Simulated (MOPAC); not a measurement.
# Run report: SiH₃S₃Cl, geometry relaxation (part 2 of 2)

SiH₃S₃Cl, SMILES S[Si](S)(S)Cl; AM1, closed shell (MOPAC 23.2.5). The atoms were displaced at random from an optimised geometry.

Geometry of the input (Å):
```
S  -1.0733  1.4013  1.1762
Si 0.1529  0.2618  -0.1303
S  1.8235  -0.1648  1.0977
S  -0.7925  -1.4332  -0.9581
Cl 0.6562  1.3351  -1.8037
H  -2.0824  1.4951  0.2744
H  2.3916  -0.9305  0.1315
H  -1.0471  -1.9539  0.2630
```

**Trajectory as extended XYZ, continued**
```
8
Properties=species:S:1:pos:R:3:forces:R:3 step=26 energy=-2.12003
S    -1.1679    1.4536    1.2511    0.0041  -0.0080  -0.0079
Si    0.1649    0.3109   -0.1970    0.0228  -0.0033   0.0024
S     1.9280   -0.1968    1.1498    0.0037  -0.0058   0.0083
S    -0.8556   -1.5662   -0.9943    0.0035  -0.0012  -0.0027
Cl    0.6708    1.3649   -1.8540   -0.0078  -0.0049   0.0010
H    -2.0910    1.8338    0.3751   -0.0153   0.0127   0.0031
H     2.6555   -0.8738    0.2670   -0.0098   0.0058  -0.0054
H    -1.1521   -2.1497    0.1648   -0.0013   0.0047   0.0012
8
Properties=species:S:1:pos:R:3:forces:R:3 step=31 energy=-2.12024
S    -1.1686    1.4506    1.2504   -0.0022   0.0013  -0.0002
Si    0.1675    0.3103   -0.1969   -0.0042   0.0014   0.0012
S     1.9271   -0.1994    1.1530    0.0027  -0.0014  -0.0034
S    -0.8547   -1.5655   -0.9946    0.0055  -0.0019   0.0004
Cl    0.6679    1.3636   -1.8557    0.0030   0.0003  -0.0001
H    -2.0863    1.8515    0.3765    0.0018   0.0000   0.0015
H     2.6614   -0.8579    0.2620   -0.0034   0.0014  -0.0004
H    -1.1560   -2.1438    0.1656   -0.0032  -0.0011   0.0009
8
Properties=species:S:1:pos:R:3:forces:R:3 step=35 energy=-2.12027
S    -1.1701    1.4523    1.2507   -0.0006  -0.0010   0.0001
Si    0.1658    0.3109   -0.1959    0.0006   0.0001  -0.0001
S     1.9273   -0.2007    1.1509    0.0009   0.0012   0.0000
S    -0.8523   -1.5671   -0.9940    0.0010  -0.0005   0.0002
Cl    0.6692    1.3634   -1.8545   -0.0009   0.0004  -0.0001
H    -2.0867    1.8547    0.3765    0.0008   0.0001  -0.0002
H     2.6592   -0.8560    0.2558   -0.0002  -0.0009   0.0000
H    -1.1585   -2.1440    0.1658   -0.0016   0.0006   0.0001
8
Properties=species:S:1:pos:R:3:forces:R:3 step=39 energy=-2.12027
S    -1.1704    1.4518    1.2507   -0.0004  -0.0007  -0.0001
Si    0.1658    0.3108   -0.1959    0.0005  -0.0002   0.0000
S     1.9273   -0.2009    1.1509    0.0010   0.0015   0.0000
S    -0.8521   -1.5673   -0.9938    0.0007  -0.0004   0.0000
Cl    0.6692    1.3634   -1.8544   -0.0009   0.0004   0.0001
H    -2.0851    1.8571    0.3758    0.0007  -0.0001  -0.0001
H     2.6600   -0.8548    0.2553   -0.0003  -0.0011   0.0000
H    -1.1602   -2.1431    0.1660   -0.0014   0.0005   0.0001
8
Properties=species:S:1:pos:R:3:forces:R:3 step=44 energy=-2.12032
S    -1.1745    1.4479    1.2498    0.0049  -0.0028   0.0040
Si    0.1670    0.3107   -0.1953   -0.0003  -0.0003  -0.0005
S     1.9312   -0.1993    1.1486   -0.0005   0.0025  -0.0004
S    -0.8498   -1.5685   -0.9919    0.0029  -0.0002  -0.0029
Cl    0.6684    1.3653   -1.8533   -0.0010  -0.0001  -0.0004
H    -2.0773    1.8670    0.3695   -0.0022   0.0030  -0.0026
H     2.6558   -0.8663    0.2560   -0.0020  -0.0007   0.0011
H    -1.1769   -2.1320    0.1686   -0.0018  -0.0014   0.0016
8
Properties=species:S:1:pos:R:3:forces:R:3 step=48 energy=-2.12035
S    -1.1769    1.4452    1.2492    0.0045  -0.0012   0.0018
Si    0.1681    0.3108   -0.1951   -0.0010   0.0003  -0.0006
S     1.9344   -0.1970    1.1469   -0.0023   0.0018  -0.0002
S    -0.8480   -1.5694   -0.9909    0.0032  -0.0007  -0.0018
Cl    0.6676    1.3669   -1.8525   -0.0012  -0.0005  -0.0010
H    -2.0739    1.8711    0.3659   -0.0001   0.0024   0.0002
H     2.6491   -0.8814    0.2594   -0.0024   0.0001   0.0013
H    -1.1893   -2.1238    0.1700   -0.0008  -0.0021   0.0003
8
Properties=species:S:1:pos:R:3:forces:R:3 step=53 energy=-2.12044
S    -1.1772    1.4404    1.2509    0.0010   0.0001   0.0009
Si    0.1685    0.3104   -0.1961    0.0000  -0.0002   0.0004
S     1.9360   -0.1915    1.1463    0.0001  -0.0013  -0.0040
S    -0.8441   -1.5718   -0.9916    0.0021  -0.0029   0.0039
Cl    0.6656    1.3678   -1.8533   -0.0019   0.0001  -0.0007
H    -2.0642    1.8849    0.3666    0.0014   0.0029   0.0004
H     2.6397   -0.8997    0.2685   -0.0043   0.0013   0.0037
H    -1.2099   -2.1128    0.1686    0.0017  -0.0001  -0.0046
8
Properties=species:S:1:pos:R:3:forces:R:3 step=57 energy=-2.12049
S    -1.1756    1.4387    1.2529   -0.0006  -0.0007   0.0016
Si    0.1681    0.3100   -0.1969   -0.0004   0.0003   0.0002
S     1.9355   -0.1877    1.1466    0.0000  -0.0007  -0.0006
S    -0.8414   -1.5735   -0.9932    0.0023  -0.0003  -0.0009
Cl    0.6642    1.3674   -1.8545   -0.0031   0.0007   0.0002
H    -2.0591    1.8934    0.3705    0.0015   0.0031  -0.0022
H     2.6334   -0.9090    0.2753   -0.0015  -0.0016   0.0007
H    -1.2196   -2.1096    0.1649    0.0017  -0.0008   0.0010
8
Properties=species:S:1:pos:R:3:forces:R:3 step=61 energy=-2.12055
S    -1.1769    1.4349    1.2536   -0.0013   0.0002   0.0007
Si    0.1686    0.3097   -0.1974   -0.0008   0.0002   0.0005
S     1.9374   -0.1841    1.1455   -0.0009  -0.0004   0.0006
S    -0.8377   -1.5758   -0.9930    0.0012  -0.0002   0.0000
Cl    0.6624    1.3686   -1.8546   -0.0035   0.0009   0.0005
H    -2.0498    1.9065    0.3695    0.0021   0.0028  -0.0019
H     2.6259   -0.9233    0.2818   -0.0006  -0.0027  -0.0005
H    -1.2373   -2.0997    0.1636    0.0037  -0.0009   0.0002
8
Properties=species:S:1:pos:R:3:forces:R:3 step=66 energy=-2.12046
S    -1.1764    1.4337    1.2534    0.0110  -0.0087   0.0241
Si    0.1689    0.3089   -0.1978   -0.0024   0.0002  -0.0021
S     1.9377   -0.1830    1.1453   -0.0281   0.0363   0.0432
S    -0.8351   -1.5781   -0.9929    0.0173   0.0179  -0.0497
Cl    0.6593    1.3699   -1.8546   -0.0015  -0.0006  -0.0009
H    -2.0405    1.9181    0.3703   -0.0118   0.0120  -0.0206
H     2.6213   -0.9290    0.2902    0.0275  -0.0382  -0.0415
H    -1.2441   -2.0963    0.1588   -0.0120  -0.0190   0.0474
8
Properties=species:S:1:pos:R:3:forces:R:3 step=70 energy=-2.12075
S    -1.1810    1.4256    1.2547   -0.0113   0.0034  -0.0069
Si    0.1697    0.3084   -0.1978   -0.0005  -0.0001  -0.0005
S     1.9431   -0.1754    1.1417   -0.0011   0.0016   0.0020
S    -0.8257   -1.5835   -0.9922   -0.0011  -0.0013   0.0023
Cl    0.6547    1.3729   -1.8539   -0.0023   0.0016   0.0002
H    -2.0176    1.9510    0.3648    0.0106  -0.0003   0.0060
H     2.6035   -0.9660    0.3021   -0.0019  -0.0050  -0.0021
H    -1.2845   -2.0742    0.1572    0.0076   0.0001  -0.0010
8
Properties=species:S:1:pos:R:3:forces:R:3 step=75 energy=-2.12114
S    -1.1912    1.4122    1.2508    0.0201  -0.0317   0.0419
Si    0.1732    0.3090   -0.1996   -0.0005   0.0016  -0.0032
S     1.9578   -0.1617    1.1278    0.0210  -0.0334  -0.0288
S    -0.7906   -1.6041   -0.9843    0.0049   0.0066  -0.0233
Cl    0.6314    1.3917   -1.8506    0.0055  -0.0019  -0.0015
H    -1.9490    2.0354    0.3599   -0.0238   0.0326  -0.0369
H     2.5172   -1.1060    0.3714   -0.0263   0.0357   0.0268
H    -1.3704   -2.0184    0.1381   -0.0010  -0.0096   0.0249
8
Properties=species:S:1:pos:R:3:forces:R:3 step=79 energy=-2.12164
S    -1.1965    1.4072    1.2490   -0.0086  -0.0092   0.0002
Si    0.1732    0.3081   -0.1998   -0.0021  -0.0015  -0.0005
S     1.9615   -0.1603    1.1228    0.0063  -0.0010  -0.0070
S    -0.7779   -1.6129   -0.9808   -0.0063   0.0022  -0.0057
Cl    0.6226    1.3982   -1.8485    0.0086  -0.0014  -0.0013
H    -1.9102    2.0844    0.3556    0.0044   0.0077   0.0020
H     2.4952   -1.1339    0.3902   -0.0102   0.0065   0.0043
H    -1.3972   -2.0031    0.1309    0.0080  -0.0033   0.0080
8
Properties=species:S:1:pos:R:3:forces:R:3 step=83 energy=-2.12212
S    -1.2081    1.4002    1.2429   -0.0074  -0.0106  -0.0005
Si    0.1726    0.3081   -0.2010   -0.0014   0.0001   0.0017
S     1.9690   -0.1581    1.1102   -0.0009   0.0164   0.0043
S    -0.7541   -1.6287   -0.9725   -0.0029   0.0030  -0.0191
Cl    0.6067    1.4124   -1.8440    0.0122  -0.0029  -0.0023
H    -1.8359    2.1692    0.3592    0.0021   0.0055   0.0035
H     2.4355   -1.2047    0.4370   -0.0002  -0.0075  -0.0072
H    -1.4253   -1.9853    0.1190   -0.0015  -0.0040   0.0194
8
Properties=species:S:1:pos:R:3:forces:R:3 step=88 energy=-2.12256
S    -1.2196    1.3855    1.2402    0.0037  -0.0050   0.0066
Si    0.1715    0.3072   -0.2041   -0.0018  -0.0003  -0.0014
S     1.9735   -0.1487    1.1027   -0.0056   0.0044   0.0074
S    -0.7556   -1.6319   -0.9695   -0.0008  -0.0019   0.0053
Cl    0.6099    1.4154   -1.8433    0.0012  -0.0001  -0.0007
H    -1.7839    2.2239    0.3780   -0.0035   0.0064  -0.0063
H     2.4150   -1.2255    0.4609    0.0035  -0.0055  -0.0082
H    -1.4218   -1.9843    0.1285    0.0035   0.0020  -0.0027
8
Properties=species:S:1:pos:R:3:forces:R:3 step=92 energy=-2.12265
S    -1.2187    1.3861    1.2421    0.0013  -0.0004   0.0037
Si    0.1706    0.3078   -0.2039    0.0010  -0.0009  -0.0008
S     1.9702   -0.1507    1.1058   -0.0045   0.0028   0.0048
S    -0.7618   -1.6284   -0.9696    0.0008   0.0011  -0.0001
Cl    0.6168    1.4115   -1.8442   -0.0040   0.0003  -0.0001
H    -1.8019    2.2080    0.3762    0.0003   0.0034  -0.0042
H     2.4367   -1.1989    0.4347    0.0036  -0.0049  -0.0033
H    -1.4138   -1.9866    0.1346    0.0014  -0.0015   0.0000
8
Properties=species:S:1:pos:R:3:forces:R:3 step=96 energy=-2.12279
S    -1.2203    1.3881    1.2409    0.0015   0.0006   0.0023
Si    0.1682    0.3057   -0.2031   -0.0001  -0.0007  -0.0003
S     1.9641   -0.1547    1.1109   -0.0016   0.0038   0.0021
S    -0.7629   -1.6291   -0.9724    0.0006   0.0005  -0.0023
Cl    0.6140    1.4094   -1.8441   -0.0002  -0.0001   0.0001
H    -1.7696    2.2381    0.3797   -0.0009   0.0003  -0.0017
H     2.4611   -1.1721    0.4145    0.0010  -0.0036  -0.0018
H    -1.3914   -2.0056    0.1391   -0.0002  -0.0009   0.0017
8
Properties=species:S:1:pos:R:3:forces:R:3 step=101 energy=-2.12280
S    -1.2191    1.3893    1.2413    0.0002   0.0004   0.0003
Si    0.1683    0.3058   -0.2028    0.0000  -0.0001  -0.0010
S     1.9645   -0.1545    1.1108   -0.0007   0.0002   0.0008
S    -0.7627   -1.6287   -0.9731   -0.0014  -0.0003   0.0025
Cl    0.6134    1.4094   -1.8441    0.0003  -0.0001  -0.0002
H    -1.7746    2.2332    0.3778   -0.0001  -0.0003   0.0001
H     2.4581   -1.1760    0.4177   -0.0003  -0.0003  -0.0005
H    -1.3903   -2.0069    0.1387    0.0019   0.0005  -0.0019
8
Properties=species:S:1:pos:R:3:forces:R:3 step=105 energy=-2.12281
S    -1.2175    1.3908    1.2420    0.0007   0.0005   0.0003
Si    0.1681    0.3064   -0.2031    0.0001  -0.0002  -0.0001
S     1.9632   -0.1554    1.1116   -0.0001  -0.0003   0.0003
S    -0.7635   -1.6276   -0.9739   -0.0004   0.0003  -0.0005
Cl    0.6138    1.4091   -1.8447   -0.0001  -0.0002  -0.0002
H    -1.7814    2.2274    0.3769   -0.0003  -0.0001  -0.0003
H     2.4571   -1.1760    0.4173    0.0000   0.0003   0.0000
H    -1.3809   -2.0121    0.1412    0.0001  -0.0002   0.0005
8
Properties=species:S:1:pos:R:3:forces:R:3 step=110 energy=-2.12281
S    -1.2148    1.3932    1.2432   -0.0004   0.0003  -0.0007
Si    0.1678    0.3063   -0.2029   -0.0001   0.0002   0.0001
S     1.9608   -0.1567    1.1144    0.0004  -0.0003  -0.0009
S    -0.7669   -1.6252   -0.9760   -0.0002  -0.0004   0.0014
Cl    0.6151    1.4069   -1.8455    0.0001   0.0000   0.0000
H    -1.7912    2.2177    0.3747    0.0002  -0.0002   0.0005
H     2.4664   -1.1644    0.4097   -0.0005   0.0002   0.0005
H    -1.3690   -2.0203    0.1438    0.0004   0.0003  -0.0009
8
Properties=species:S:1:pos:R:3:forces:R:3 step=114 energy=-2.12281
S    -1.2150    1.3931    1.2431    0.0001   0.0002  -0.0001
Si    0.1679    0.3065   -0.2029    0.0000   0.0000   0.0000
S     1.9613   -0.1566    1.1138    0.0000   0.0001   0.0000
S    -0.7663   -1.6254   -0.9756    0.0000  -0.0001   0.0000
Cl    0.6149    1.4074   -1.8454    0.0000  -0.0001  -0.0001
H    -1.7917    2.2175    0.3747    0.0000   0.0000   0.0000
H     2.4632   -1.1681    0.4119    0.0000   0.0000   0.0000
H    -1.3700   -2.0192    0.1437   -0.0001   0.0000   0.0001
```

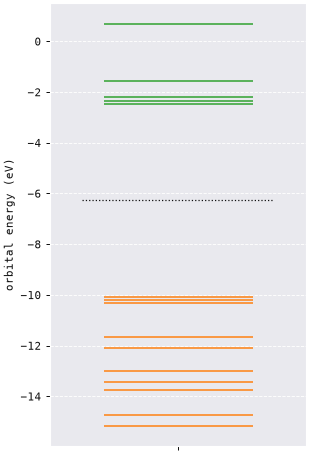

*Orbital energies near the frontier; the dotted line parts filled from empty levels, and levels within 0.02 eV of each other stand side by side.*

Highest filled −10.09 eV, lowest empty −2.47 eV, 7.62 eV apart.

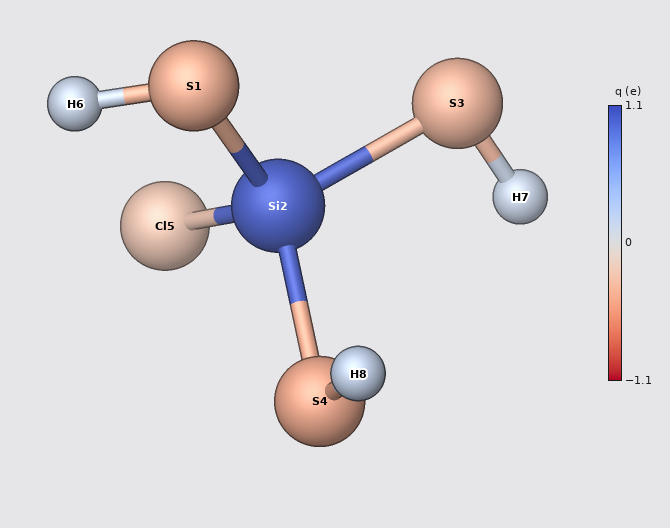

*Mulliken charges, as the colour of each atom (ball-and-stick view, seen at a tilt; atoms are numbered from 1 in the order of the input).*

By element: S −0.43 to −0.37, Si +1.02, Cl −0.27 and H +0.14 to +0.16 e.

**Key numbers**

| quantity | value |
| --- | --- |
| outcome | converged |
| total energy | −39.839294 hartree |
| dispersion energy | 0.000000 hartree |
| heat of formation | −48.95 kcal/mol |
| basis functions | 23 |
| largest force | 0.000 eV/Å |
| HOMO | −10.09 eV |
| LUMO | −2.47 eV |
| dipole moment | 1.02 D |
| hardware | 1 thread of Arm Neoverse V1, 24 GiB of memory available, shared host |
| peak memory | 0.072 GiB |

**Notes**

MOPAC's energies along a path are heats of formation.
